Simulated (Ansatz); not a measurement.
## Ge₂H₅F: frequency calculation

- system: Ge₂H₅F
- method: RKS B3LYP/def2-SVP (Ansatz 0.2.0)

It belongs to a series of runs on one base structure; here: vibrations at the highest image of the band. Figures and captions count atoms from 1; the log counts them from 0 in places.

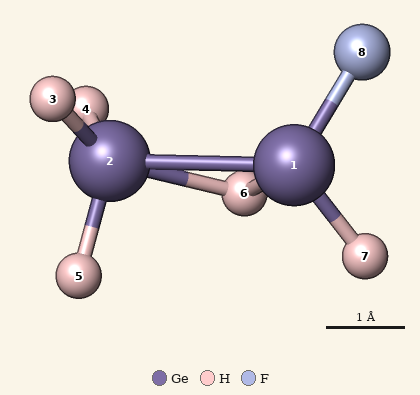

**Figure 1.** The input geometry (ball-and-stick view, seen on its broad side; atoms are numbered from 1 in the order of the input). Sticks mark near contacts. Bond lengths as drawn: F–Ge 1.77 Å, Ge–Ge 2.52 Å and Ge–H 1.54 to 1.95 Å.

The input:
```yaml
crystal:
  periodic: [false, false, false]
  atoms:
    - { symbol: Ge, position_ang: [-0.344927, 0.165635, 0.234932] }
    - { symbol: Ge, position_ang: [1.176676, -0.047223, 2.227262] }
    - { symbol: H, position_ang: [0.233244, -0.541694, 3.353299] }
    - { symbol: H, position_ang: [2.363818, -1.026265, 2.149533] }
    - { symbol: H, position_ang: [1.606702, 1.407704, 2.476344] }
    - { symbol: H, position_ang: [1.403508, 0.137683, 0.2954] }
    - { symbol: H, position_ang: [0.033124, 1.178978, -0.889763] }
    - { symbol: F, position_ang: [-0.535946, -1.380916, -0.604507] }
basis:
  gaussian: { orbitals: def2-SVP }
hamiltonian:
  xc: b3lyp
phonons: {}
```

Hardware: 2 threads of Arm Neoverse V2, 24 GiB of memory available, shared host.

Run as:
```bash
ansatz run input.yaml --threads 2 --pin off --max-ram 3072MiB --backend cpu --events-out ev --progress --plain --runs-dir out
```

The program's output:
```
Engine: ansatz 0.2.0, aarch64-unknown-linux-gnu
Functional definition: B3LYP
  parameter a0 = 0.2
  parameter ax = 0.72
  parameter ac = 0.81
  exchange = (1 - a0 - ax)*slater_x + ax*b88_x + a0*exact_x
  correlation = (1 - ac)*vwn_rpa_c + ac*lyp_c
1093 factors; integrals over basis functions are off by at most 4.4e-4 eV
mean field evaluation 1: about -115817.5962 eV, gradient 3.9e1 eV
mean field evaluation 2: about -115811.0449 eV, gradient 7.6e1 eV
mean field evaluation 4: about -115819.8477 eV, gradient 2.5e0 eV
mean field evaluation 8: about -115819.8640 eV, gradient 3.6e-2 eV
mean field -115819.86395630 eV, -4256.3014948705 hartree, gradient 1.6e-5 eV, S^2 0.000000; 0 other end points of the search recorded, 0 dependent functions left out
the calculation of the forces begins
reference -115819.86420860 eV, -4256.3015041423 hartree; 39, 39 occupied and 64, 64 virtual orbitals, 1093 factors
these checks for a lower state are left out or cut short: stability, starts, cluster_reference, orbital_swaps, neighbouring_geometries, increment
1093 factors; integrals over basis functions are off by at most 4.4e-4 eV
mean field evaluation 16: about -115819.8586 eV, gradient 1.5e-1 eV
mean field -115819.86393860 eV, -4256.3014942201 hartree, gradient 1.6e-6 eV, S^2 0.000000; 0 other end points of the search recorded, 0 dependent functions left out
[... from here on the field's lines of each further geometry are left out, up to the last ...]
the calculation of the forces begins
reference -115819.86419158 eV, -4256.3015035169 hartree; 39, 39 occupied and 64, 64 virtual orbitals, 1093 factors
these checks for a lower state are left out or cut short: stability, starts, cluster_reference, orbital_swaps, neighbouring_geometries, increment
1093 factors; integrals over basis functions are off by at most 4.4e-4 eV
mean field -115819.86393201 eV, -4256.3014939778 hartree, gradient 1.2e-6 eV, S^2 0.000000; 0 other end points of the search recorded, 0 dependent functions left out
the calculation of the forces begins
reference -115819.86418426 eV, -4256.3015032481 hartree; 39, 39 occupied and 64, 64 virtual orbitals, 1093 factors
WARN: phonons: modes at or below zero, which the zero-point energy, F, S and C_V leave out: 1, the lowest at -536.92 cm⁻¹. A minimum has none, and a first-order saddle one
Total energy: -115819.86420860 eV, -4256.3015041423 hartree
Atom 0 at    -0.344927     0.165635     0.234932 Å, force    -0.001562    -0.002373    -0.000782 eV/Å
Atom 1 at     1.176676    -0.047223     2.227262 Å, force     0.001036    -0.000927    -0.000561 eV/Å
Atom 2 at     0.233244    -0.541694     3.353299 Å, force    -0.000161    -0.000310     0.001507 eV/Å
Atom 3 at     2.363818    -1.026265     2.149533 Å, force    -0.000665     0.000681     0.000260 eV/Å
Atom 4 at     1.606702     1.407704     2.476344 Å, force    -0.000372    -0.000663    -0.000679 eV/Å
Atom 5 at     1.403508     0.137683     0.295400 Å, force     0.000971     0.000714     0.000065 eV/Å
Atom 6 at     0.033124     1.178978    -0.889763 Å, force     0.000458     0.000956    -0.001268 eV/Å
Atom 7 at    -0.535946    -1.380916    -0.604507 Å, force     0.000294     0.001921     0.001458 eV/Å
Dipole moment:     0.185978     0.330212     0.409517 e Å
Vibrations: -536.92 102.88 134.37 253.56 464.76 584.14 667.33 697.10 758.04 794.74 835.18 874.48 941.57 1468.95 2030.11 2075.59 2132.46 2161.69 cm⁻¹, zero-point energy 1.052439 eV
```

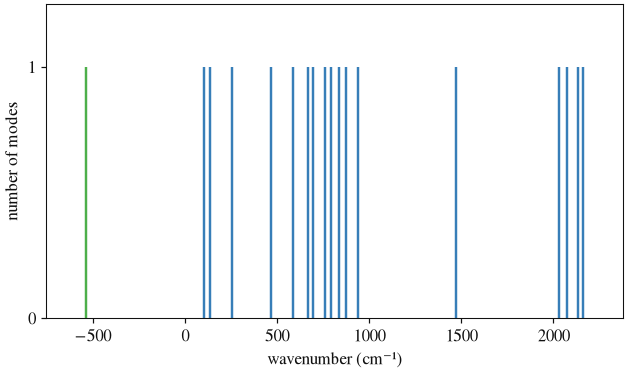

**Figure 2.** Harmonic vibrational wavenumbers from the force constants; neighbouring modes closer than 12 cm⁻¹ are counted in one stick, and imaginary ones are drawn at negative wavenumbers. 18 modes from 537i to 2162 cm⁻¹, 1 imaginary beyond 8i (537i cm⁻¹): a first-order saddle point, if the geometry is stationary.

Summary:

| quantity | value |
| --- | --- |
| outcome | converged |
| total energy | −115819.8642 eV |
| mean-field energy | −115819.8642 eV |
| largest force (length of the vector) | 0.003 eV/Å |
| wall time | 75 s (CPU time 2.4 min) |
| peak memory | 0.24 GiB |
